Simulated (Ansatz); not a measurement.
# One shape, several levels: triplet CH6BSb

Aim: a comparison of 4 runs (UHF/3-21G, U-revPBE/def2-SVPD, UPBE/def2-SVPD, USVWN5/def2-SVPD) of triplet CH6BSb. 

The calculation is run with Ansatz 0.2.0.

29 further runs of the same task are left out: 29 set aside as unsound or not needed.

**1. The system as given**

CH6BSb: 9 atoms, total charge 0, spin state triplet. SMILES of the parent species: `C[BH][SbH2]`. Geometry: relaxed at PBE0-D4/def2-TZVP. This is one conformer, not always the lowest. That shape belongs to the parent species and isn't relaxed for this state.

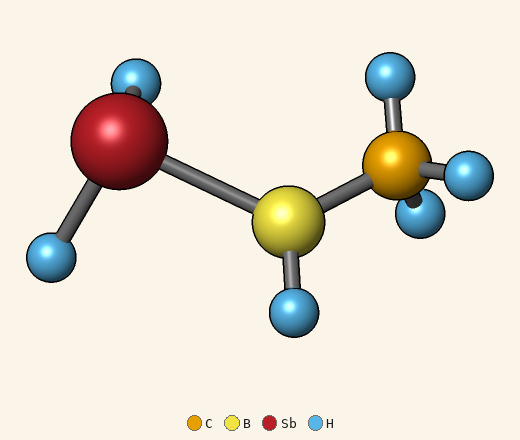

Viewed from a chosen angle; carbon amber, boron yellow, antimony red, hydrogen blue.

**2. The energy at UHF/3-21G (run 1)**

File molecule.yaml:

```yaml
crystal:
  periodic: [false, false, false]
  atoms:
    - {symbol: C, position_ang: [-0.696500, 0.976700, -0.600500]}
    - {symbol: B, position_ang: [0.386200, -0.132200, -0.547000]}
    - {symbol: Sb, position_ang: [1.415200, -0.767000, 1.323700]}
    - {symbol: H, position_ang: [-1.637800, 0.449300, -0.824500]}
    - {symbol: H, position_ang: [-0.551700, 1.662600, -1.441500]}
    - {symbol: H, position_ang: [-0.856700, 1.545300, 0.316400]}
    - {symbol: H, position_ang: [0.752700, -0.653500, -1.562200]}
    - {symbol: H, position_ang: [1.258000, -2.435000, 1.019200]}
    - {symbol: H, position_ang: [0.019000, -0.692400, 2.299200]}
basis:
  gaussian: {orbitals: 3-21G-spherical.json}
magnetization: {spin_polarized: true, initial_magnetization: 2}
hamiltonian: {xc: hf}
accuracy: high
output: {orbitals: {seedname: orbitals}}
```

The basis set 3-21G is read from a file made from the Basis Set Exchange's data (not shown).

On the command line:

```console
$ ansatz run molecule.yaml --threads 1 --pin off --max-ram 3480MiB --events-out events.jsonl --progress --plain --runs-dir runs
```

The log of the run:

```text
Warning: RAYON_NUM_THREADS=1 ignored (pool sized by the plan → 1); use --threads N
Functional definition: HF
  name "HF"
  exchange = exact_x
  correlation = 0
1345 factors; integrals over basis functions are off by at most 9.6e-9 eV
mean field evaluation 1: about -172822.0901 eV, gradient 1.6e1 eV
mean field evaluation 2: about -172822.3626 eV, gradient 1.6e1 eV
mean field evaluation 4: about -172824.4063 eV, gradient 2.0e0 eV
mean field evaluation 8: about -172824.4930 eV, gradient 1.9e-1 eV
mean field evaluation 16: about -172824.4964 eV, gradient 2.5e-6 eV
mean field evaluation 32: about -172822.7892 eV, gradient 4.3e0 eV
mean field -172824.49635818 eV, -6351.1830965121 hartree, gradient 8.8e-8 eV, S^2 2.027420; 0 other end points of the search recorded, 0 dependent functions left out
reference -172824.49635818 eV, -6351.1830965121 hartree; 35, 33 occupied and 26, 28 virtual orbitals, 1345 factors
Total energy: -172824.49635818 eV, -6351.1830965121 hartree
```

It took 2.7 s on 1 thread of Arm Neoverse V2, shared host; peak memory 0.22 GiB.

**3. The energy at U-revPBE/def2-SVPD (core potential) (run 2)**

File in.yaml:

```yaml
crystal:
  periodic: [false, false, false]
  atoms:
    - symbol: C
      position_ang: [-0.696500, 0.976700, -0.600500]
    - symbol: B
      position_ang: [0.386200, -0.132200, -0.547000]
    - symbol: Sb
      position_ang: [1.415200, -0.767000, 1.323700]
    - symbol: H
      position_ang: [-1.637800, 0.449300, -0.824500]
    - symbol: H
      position_ang: [-0.551700, 1.662600, -1.441500]
    - symbol: H
      position_ang: [-0.856700, 1.545300, 0.316400]
    - symbol: H
      position_ang: [0.752700, -0.653500, -1.562200]
    - symbol: H
      position_ang: [1.258000, -2.435000, 1.019200]
    - symbol: H
      position_ang: [0.019000, -0.692400, 2.299200]
basis:
  gaussian:
    orbitals: def2-SVPD
accuracy: high
magnetization:
  spin_polarized: true
  initial_magnetization: 2
output: {orbitals: {seedname: orbitals}}
hamiltonian:
  xc: {name: revPBE}
```

On the command line:

```console
$ ansatz run in.yaml --threads 1 --pin off --max-ram 3480MiB --events-out events.jsonl --progress --plain --runs-dir runs
```

The log of the run:

```text
Warning: RAYON_NUM_THREADS=1 ignored (pool sized by the plan → 1); use --threads N
Functional definition: revPBE
  name "revPBE"
  parameter kappa = 1.245
  parameter beta = 0.06672455060314922
  exchange = pbe_x(kappa = kappa, mu = beta*pi^2/3)
  correlation = pbe_c(beta = beta)
2646 factors; integrals over basis functions are off by at most 3.3e-9 eV
mean field evaluation 1: about -8332.1399 eV, gradient 4.4e1 eV
mean field evaluation 2: about -8239.6746 eV, gradient 1.0e2 eV
mean field evaluation 4: about -8341.1766 eV, gradient 1.8e1 eV
mean field evaluation 8: about -8344.2930 eV, gradient 1.3e-1 eV
mean field evaluation 16: about -8344.2897 eV, gradient 2.5e-4 eV
mean field evaluation 32: about -8343.5654 eV, gradient 2.1e0 eV
mean field -8344.28966792 eV, -306.6469893335 hartree, gradient 7.8e-8 eV, S^2 2.006513; 4 other end points of the search recorded, 0 dependent functions left out
reference -8344.28967383 eV, -306.6469895506 hartree; 21, 19 occupied and 99, 101 virtual orbitals, 2646 factors
Total energy: -8344.28967383 eV, -306.6469895506 hartree
```

It took 21 s on 1 thread of Arm Neoverse V2, shared host; peak memory 0.51 GiB.

Run 3 isn't shown in full; the table further down has it.

**4. A single-point energy at USVWN5/def2-SVPD (core potential) (run 4)**

molecule.yaml: that of step 2 with these lines changed.

```diff
@@ -13,5 +13,5 @@
 basis:
-  gaussian: {orbitals: 3-21G-spherical.json}
+  gaussian: {orbitals: def2-SVPD}
 magnetization: {spin_polarized: true, initial_magnetization: 2}
-hamiltonian: {xc: hf}
+hamiltonian: {xc: {name: SVWN5}}
 accuracy: high
```

On the command line:

```console
$ ansatz run molecule.yaml --threads 1 --pin off --max-ram 3480MiB --events-out events.jsonl --progress --plain --runs-dir runs
```

The log of the run:

```text
Warning: RAYON_NUM_THREADS=1 ignored (pool sized by the plan → 1); use --threads N
Functional definition: SVWN5
  name "SVWN5"
  exchange = slater_x
  correlation = vwn5_c
2646 factors; integrals over basis functions are off by at most 3.3e-9 eV
mean field evaluation 1: about -8300.9670 eV, gradient 4.7e1 eV
mean field evaluation 2: about -8168.0167 eV, gradient 1.1e2 eV
mean field evaluation 4: about -8310.0169 eV, gradient 2.1e1 eV
mean field evaluation 8: about -8314.4726 eV, gradient 1.6e-1 eV
mean field evaluation 16: about -8314.4692 eV, gradient 2.6e-4 eV
mean field evaluation 32: about -8308.2776 eV, gradient 1.7e1 eV
mean field -8314.46919342 eV, -305.5511071085 hartree, gradient 3.2e-8 eV, S^2 2.003342; 4 other end points of the search recorded, 0 dependent functions left out
reference -8314.46919781 eV, -305.5511072699 hartree; 21, 19 occupied and 99, 101 virtual orbitals, 2646 factors
Total energy: -8314.46919781 eV, -305.5511072699 hartree
```

It took 12 s on 1 thread of Arm Neoverse V2, shared host; peak memory 0.48 GiB.

**5. The series**

| run | level | core potential | energy (Eh) | HOMO energy (eV) | ⟨S²⟩ | wall time |
| --- | --- | --- | --- | --- | --- | --- |
| 1 | UHF/3-21G | none | -6351.183097 | -5.92 | 2.027 | 2.7 s |
| 2 | U-revPBE/def2-SVPD (core potential) | def2-SVPD | -306.646990 | -2.81 | 2.007 | 21 s |
| 3 | UPBE/def2-SVPD (core potential) | def2-SVPD | -306.502774 | -2.84 | 2.006 | 21 s |
| 4 | USVWN5/def2-SVPD (core potential) | def2-SVPD | -305.551107 | -2.82 | 2.003 | 12 s |

**6. What came out**

| quantity | value |
| --- | --- |
| run 4: total energy | -305.55111 Eh |
| run 4: HOMO energy (highest over α and β) | -2.82 eV |
| run 4: ⟨S²⟩ | 2.003 |

In words: Totals of different functionals can't be ranked against each other. Some runs of one species differ in core potentials or relativity; totals across that change don't compare. In run 1 relativity is left out where basis or elements ask for it. All runs together took 57 s, the longest 21 s.
